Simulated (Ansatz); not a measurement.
Consider CH$_{5}$SSi (doublet).

```xyz
8

C    -0.8643    0.3127   -0.9653
Si    0.5644    0.3718    0.2019
S     1.0239   -1.5769    1.0101
H    -0.8413   -0.2918   -1.8790
H    -1.8104    0.8310   -0.7734
H     0.2735    1.3500    1.2920
H     1.8327    0.7463   -0.4913
H    -0.1784   -1.7431    1.6051
```

Computed with UKS PBE0/def2-SVP (Ansatz 0.2.0).

Predict the electron density, electron localisation function and spin density between the atoms.

C–Si (1.85 Å): the density is about 0.98 e/Å³ at the midpoint; the ELF peaks at about 0.95 between the atoms: localised, covalent bonding.
C–H (1.10 Å): ρ at the midpoint is about 1.9 e/Å³; the ELF climbs to about 1 towards the hydrogen, as it does in any bond to H; an ordinary covalent bond to hydrogen.
Si–H (1.49 Å): ρ at the midpoint is about 0.77 e/Å³; the ELF climbs to about 1 towards the hydrogen.
The unpaired spin (1 electron) lies mostly on C1 (about 0.8) and Si2 (about 0.1), in electrons by Hirshfeld's partition.

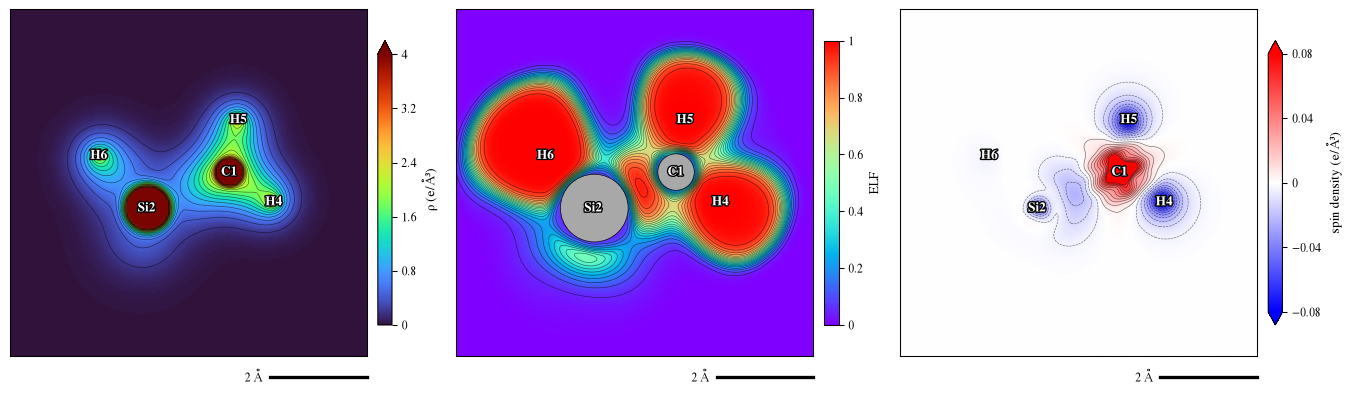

Computed electron density, electron localisation function and spin density on the plane of atoms Si2, C1 and H4, in this order. Grey discs cover the atomic cores in the ELF map. 
